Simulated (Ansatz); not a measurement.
Consider AlN in the wurtzite structure (space group P6_3mc, No. 186; a = 3.114 Å, c = 4.984 Å).

Now apply this change: cell and atoms relaxed at a pressure of 2.1 GPa.

Computed with Ansatz (a first-principles code), PBEsol, PAW, cutoff 420 eV, without spin-orbit coupling.

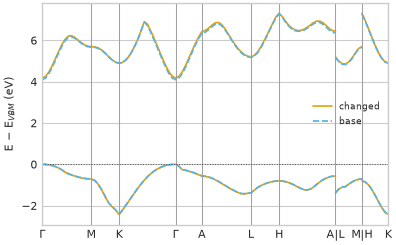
*Highest valence and lowest conduction band along the path, each from its own valence-band maximum*

From the figure, how large is the changed gap, and is it direct?

About 4.2 eV, direct at Γ.

Load acts through the strain it causes; cell and atoms are relaxed under it. Stability against distortions was not tested. Tetrahedral semiconductors of this kind turn to denser phases somewhere between about 1 and 50 GPa; those were not computed, so compressed cells here can lie past the real transition.
